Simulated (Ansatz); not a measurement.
# GeH3S (doublet): inputs that go wrong at distance Ge1–S2 = 2.221 Å

4 inputs are run for GeH3S (doublet) as typed; the log has to tell whether the result can be used and what must change.

Computed with Ansatz 0.2.0, Gaussian basis. Level: the settings change from run to run.

17 further runs of the same task are left out: 2 for a mislabelled method, 11 that didn't finish, 4 set aside as unsound or not needed.

## (1) The system

The geometry derives from a PBE0/def2-TZVP stationary point (not a proven minimum). One bond is set to the value named and the two fragments are kept rigid. No spin-orbit coupling is included. The filled d shell of Ge may be among the frozen orbitals whatever the setting's name suggests; the logs give the count.

5 atoms, charge 0, spin multiplicity 2.

Atoms are counted from 1 here; the program's logs count them from 0.

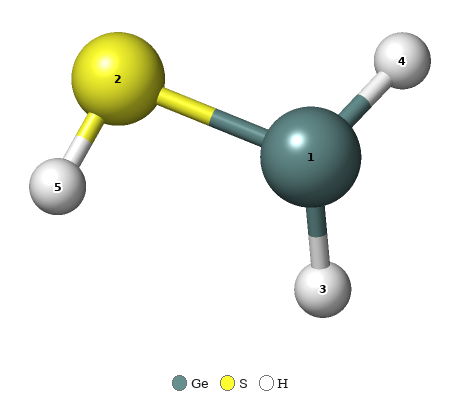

The structure; germanium teal, sulfur yellow, hydrogen white; atoms are numbered from 1 in the order of the file.

## (2) Try 1

Input file in.yaml:

```yaml
crystal:
  periodic: [false, false, false]
  atoms:
    - {symbol: Ge, position_ang: [0.037001, 0.017833, 0.673218]}
    - {symbol: S, position_ang: [-0.045608, -0.074775, -1.544169]}
    - {symbol: H, position_ang: [-0.843760, 1.190730, 1.174562]}
    - {symbol: H, position_ang: [-0.536410, -1.338233, 1.143127]}
    - {symbol: H, position_ang: [0.164516, 1.241117, -1.711278]}
basis:
  gaussian: {orbitals: cc-pVDZ}
magnetization: {spin_polarized: false, initial_magnetization: 1}
hamiltonian: {xc: pbe}
correlation: {active_space: {window: {electrons: 3, orbitals: 3}}}
scf: {lower_state_search: light}
```

The run is started by

```sh
$ ansatz run in.yaml --threads 1 --pin off --events-out ev --progress --plain --max-ram 2393MiB
```

The program printed:

```text
Error: invalid value for `correlation.active_space`: it starts from restricted Hartree–Fock orbitals; set hamiltonian.xc: hf without magnetization.spin_polarized
```

Wall time 0.03 s (1 thread of Arm Neoverse V1, shared host).

Diagnosis: The run was refused. An active space is asked on a functional's orbitals. Cure: start from Hartree-Fock.

## (3) Try 2

Input file in.yaml:

```yaml
crystal:
  periodic: [false, false, false]
  atoms:
    - {symbol: Ge, position_ang: [0.037001, 0.017833, 0.673218]}
    - {symbol: S, position_ang: [-0.045608, -0.074775, -1.544169]}
    - {symbol: H, position_ang: [-0.843760, 1.190730, 1.174562]}
    - {symbol: H, position_ang: [-0.536410, -1.338233, 1.143127]}
    - {symbol: H, position_ang: [0.164516, 1.241117, -1.711278]}
basis:
  gaussian: {orbitals: cc-pVDZ, point_charges: [{charge: 1.00, position_ang: [4.663, -0.048, 0.582]}]}
magnetization: {spin_polarized: false, initial_magnetization: 2}
correlation: {method: bccd, electrons: outside_noble_gas}
```

Same command.

The program printed:

```text
Error: a molecule whose nuclei and cores have a total charge of 51 cannot have a net charge of 0 together with 2 unpaired electrons
```

Run time: 0.03 s. Hardware: 1 thread of Arm Neoverse V1, shared host.

What is wrong: The run was refused. The number of unpaired electrons doesn't fit the electron count. Cure: make charge and initial_magnetization agree.

## (4) Try 3

Input file in.yaml:

```yaml
crystal:
  periodic: [false, false, false]
  atoms:
    - {symbol: Ge, position_ang: [0.037001, 0.017833, 0.673218]}
    - {symbol: S, position_ang: [-0.045608, -0.074775, -1.544169]}
    - {symbol: H, position_ang: [-0.843760, 1.190730, 1.174562]}
    - {symbol: H, position_ang: [-0.536410, -1.338233, 1.143127]}
    - {symbol: H, position_ang: [0.164516, 1.241117, -1.711278]}
basis:
  gaussian: {orbitals: STO-3G, point_charges: [{charge: 0.50, position_ang: [4.624, -0.947, -0.992]}]}
magnetization: {spin_polarized: false, initial_magnetization: 1}
correlation: {active_space: {window: {electrons: 3, orbitals: 3}, states: [{multiplicity: 2, weights: [1, 1, 1, 1, 1, 1, 1, 1, 1, 1, 1, 1, 1, 1, 1, 1, 1, 1, 1, 1, 1, 1, 1, 1, 1, 1, 1, 1, 1, 1]}]}}
```

Same command.

The program printed:

```text
Functional definition: HF
  name "HF"
  cite "Fock, Z. Phys. 61, 126 (1930) doi:10.1007/BF01340294"
  parent pbe
  exchange = exact_x
  correlation = 0
433 factors; integrals over basis functions are off by at most 3.8e-8 eV
mean field evaluation 1: about -66575.8212 eV, gradient 1.1e1 eV
mean field evaluation 2: about -66575.8364 eV, gradient 1.1e1 eV
mean field evaluation 4: about -66576.6132 eV, gradient 1.2e0 eV
mean field evaluation 8: about -66576.6275 eV, gradient 7.0e-3 eV
mean field -66576.62745367 eV, -2446.6459316636 hartree, gradient 6.1e-6 eV, S^2 0.750000; 0 other end points of the search recorded, 0 dependent functions left out
reference -66576.62745367 eV, -2446.6459316636 hartree; 26, 25 occupied and 4, 5 virtual orbitals, 433 factors
Error: 30 states are sought, and the space of determinants holds 8 states of this symmetry and spin
```

Run time: 0.27 s. Hardware: 1 thread of Arm Neoverse V1, shared host.

What is wrong: The run stopped with an error. The list of states asked for (weights, spin or count) can't be met. Fix: mend what the message names.

## (5) Try 4

Input file in.yaml:

```yaml
crystal:
  periodic: [false, false, false]
  atoms:
    - {symbol: Ge, position_ang: [0.037001, 0.017833, 0.673218]}
    - {symbol: S, position_ang: [-0.045608, -0.074775, -1.544169]}
    - {symbol: H, position_ang: [-0.843760, 1.190730, 1.174562]}
    - {symbol: H, position_ang: [-0.536410, -1.338233, 1.143127]}
    - {symbol: H, position_ang: [0.164516, 1.241117, -1.711278]}
basis:
  gaussian: {orbitals: STO-3G}
magnetization: {spin_polarized: false, initial_magnetization: 1}
correlation: {active_space: {ras: {orbitals: [11, 1, 4], electrons: 20, max_holes: 2, max_particles: 2}, fixed_orbitals: true}}
scf: {lower_state_search: light}
```

The command is unchanged.

The program printed:

```text
Functional definition: HF
  name "HF"
  cite "Fock, Z. Phys. 61, 126 (1930) doi:10.1007/BF01340294"
  parent pbe
  exchange = exact_x
  correlation = 0
312 factors; integrals over basis functions are off by at most 2.4e-5 eV
mean field evaluation 1: about -66575.8234 eV, gradient 1.1e1 eV
mean field evaluation 2: about -66575.8390 eV, gradient 1.1e1 eV
mean field evaluation 4: about -66576.6217 eV, gradient 1.2e0 eV
mean field evaluation 8: about -66576.6355 eV, gradient 6.3e-3 eV
mean field -66576.63551988 eV, -2446.6462280913 hartree, gradient 5.0e-6 eV, S^2 0.750000; 0 other end points of the search recorded, 0 dependent functions left out
reference -66576.63551988 eV, -2446.6462280913 hartree; 26, 25 occupied and 4, 5 virtual orbitals, 312 factors
Error: 20 electrons in 16 orbitals form no window around the highest filled level of the reference
```

Wall time 0.21 s (1 thread of Arm Neoverse V1, shared host).

Diagnosis: The run stopped with an error. The electron count of the restricted space is wrong. Cure: count the correlated electrons again.

## (6) Summary

| try | level | ended | cause | time |
| --- | --- | --- | --- | --- |
| 1 | CASSCF(3,3)/cc-pVDZ | refused | an active space is asked on a functional's orbitals | 0.03 s |
| 2 | BCCD on ROHF/cc-pVDZ | refused | the number of unpaired electrons doesn't fit the electron count | 0.03 s |
| 3 | CASSCF(3,3)/STO-3G | stopped by an error | the list of states asked for (weights, spin or count) can't be met | 0.27 s |
| 4 | CISD/STO-3G | stopped by an error | the electron count of the restricted space is wrong | 0.21 s |

2 refused, 2 stopped by an error.
